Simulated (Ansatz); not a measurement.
```yaml
atoms:
  - { symbol: B, position_ang: [-0.9513, 0.9070, -1.0937] }
  - { symbol: Si, position_ang: [0.3881, -0.4387, -0.4090] }
  - { symbol: C, position_ang: [0.4421, -0.4604, 1.5449] }
  - { symbol: O, position_ang: [0.6667, 0.5604, 2.2009] }
  - { symbol: H, position_ang: [-1.5959, 0.7031, -2.0806] }
  - { symbol: H, position_ang: [-1.0905, 1.9424, -0.5129] }
  - { symbol: H, position_ang: [1.7641, 0.0183, -0.8311] }
  - { symbol: H, position_ang: [0.1979, -1.8526, -0.8969] }
  - { symbol: H, position_ang: [0.2673, -1.4260, 2.0615] }
```

Theory: Ansatz, RKS PBE0/6-31G.

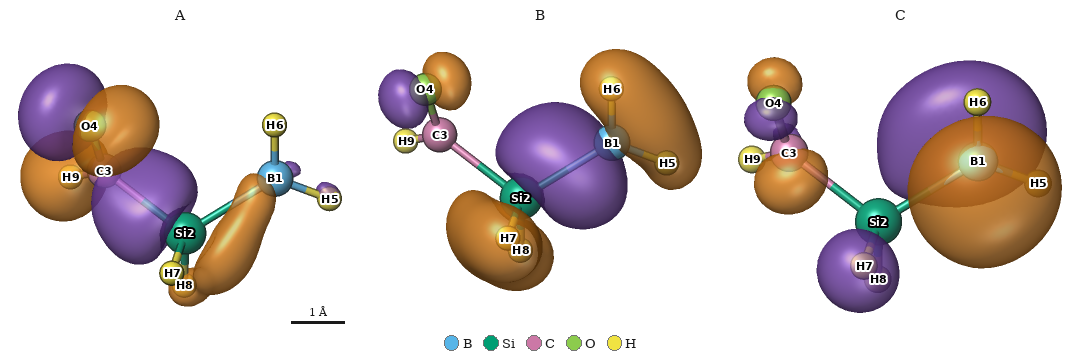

CH5BOSi (SMILES B[SiH2]C=O). Three frontier orbitals at ±0.1 Å⁻³ᐟ² (orange and purple are the two phases), in no order.

**Which picture is the HOMO−1, the HOMO and the LUMO?**

B is the HOMO−1 (−8.78 eV). By Hirshfeld shares it lies mainly on Si2 (about 35 %), B1 (about 35 %), H6 (about 10 %), H7 (about 5 %) and H8 (about 5 %). A is the HOMO (−6.94 eV). By Hirshfeld shares it lies mainly on O4 (about 55 %), C3 (about 15 %), Si2 (about 15 %) and H9 (about 10 %). C is the LUMO (−2.49 eV). It lies mainly on B1 (about 60 %).

**What is the HOMO–LUMO gap?**

4.45 eV between the orbital energies.
